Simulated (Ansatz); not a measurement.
How far to go with zone-centre phonons against the mesh: Ag (P6_3/mmc, 2 atoms in the cell)

```
CELL_PARAMETERS angstrom
      2.90769     0.00000     0.00000
     -1.45384     2.51813     0.00000
      0.00000     0.00000     4.67815
ATOMIC_POSITIONS crystal
  Ag 0.33333 0.66667 0.25000
  Ag 0.66667 0.33333 0.75000
```

Method of the run: LDA (PW92), default PAW files made with PBE (plane waves; Ansatz, a program for electronic structure).

Base settings: basis.ecutwfc = 30.9 Ry; kpoints.mp_grid.grid = 13 13 7; hamiltonian.xc = lda; hamiltonian.pseudopotentials = {kind: paw} (the program's default PAW files); scf.occupations.method = gaussian; scf.occupations.width = 0.0073 Ry.

In this ladder: phonons.method = dfpt.

Frequencies are those of the unrelaxed cell, without the LO-TO term of polar crystals.

Only quantities that move along the ladder and can be compared are tabulated.

Core times come from one kind of shared machine, to one figure; runs under 30 s give none.

The starting cell comes from a database of computed structures (which also holds hypothetical and non-ambient phases and stackings), without a prior relaxation at this level. Its lattice was rescaled by up to half a per cent. In the base run, with a pressure of about -8 GPa the cell is away from its equilibrium volume at this level.

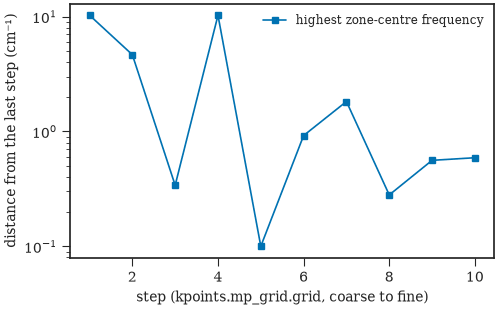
Figure: Distance from the last step along the ladder; very small values are drawn at a floor.

```tsv
kpoints.mp_grid.grid	highest zone-centre frequency (cm⁻¹)	core time / last (rough)
4 4 2	151.8	–
4 4 3	166.8	–
5 5 3	162.4	–
7 7 4	151.9	–
8 8 5	162.1	–
10 10 6	163.0	–
12 12 7	160.3	0.07
15 15 9	161.8	0.1
19 19 11	162.7	0.2
24 24 13	161.5	0.6
30 30 16	162.1	1
```

Coarsest kpoints.mp_grid.grid that holds the highest zone-centre frequency within 2 cm⁻¹ of the last step, with all finer ones: 8 8 5; the step before is off by 10 cm⁻¹.

Keys are those of Ansatz 0.2.
